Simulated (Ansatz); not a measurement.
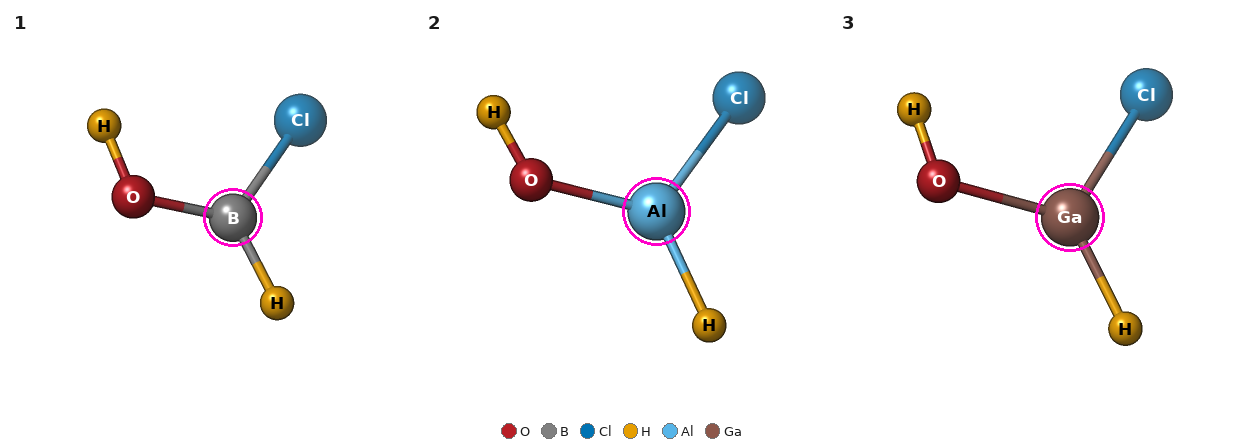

3 molecules with one skeleton, seen from the same side and at one scale; the atom that differs is circled. Each species is neutral and a spin singlet. Computed geometries: PBE0-D4/def2-TZVP optimisations, one conformation each. Properties computed with Ansatz 0.2.0.

One atom differs, called X below: B in panel 1, Al in panel 2, Ga in panel 3. Their formulas are BClH2O (`OBCl`), AlClH2O (`[OH][AlH][Cl]`), ClGaH2O (`[OH][GaH][Cl]`).

> Rank them by the HOMO–LUMO gap, lowest first (r2SCAN-D4/def2-TZVPP).

3 (Ga), 2 (Al), 1 (B).

> Rank them by the angle O–X–Cl, lowest first (PBE0-D4/def2-TZVP).

3 (Ga), 2 (Al), 1 (B).

Give the values. With PBE0-D4/def2-TZVP: length of X–Cl (Å), length of X–H (Å), length of X–O (Å), angle O–X–Cl (°). With r2SCAN-D4/def2-TZVPP: dipole moment (D), HOMO energy (Kohn–Sham orbital) (eV), HOMO–LUMO gap (eV), vertical ionisation energy (eV).

| quantity | 1 (B) | 2 (Al) | 3 (Ga) |
| --- | --- | --- | --- |
| length of X–Cl (Å) | 1.766 | 2.096 | 2.145 |
| length of X–H (Å) | 1.189 | 1.563 | 1.541 |
| length of X–O (Å) | 1.340 | 1.684 | 1.772 |
| angle O–X–Cl (°) | 121.0 | 119.8 | 115.0 |
| dipole moment (D) | 1.15 | 0.83 | 0.50 |
| HOMO energy (Kohn–Sham orbital) (eV) | −8.05 | −8.04 | −7.86 |
| HOMO–LUMO gap (eV) | 7.02 | 6.89 | 6.22 |
| vertical ionisation energy (eV) | 11.72 | 11.20 | 11.06 |
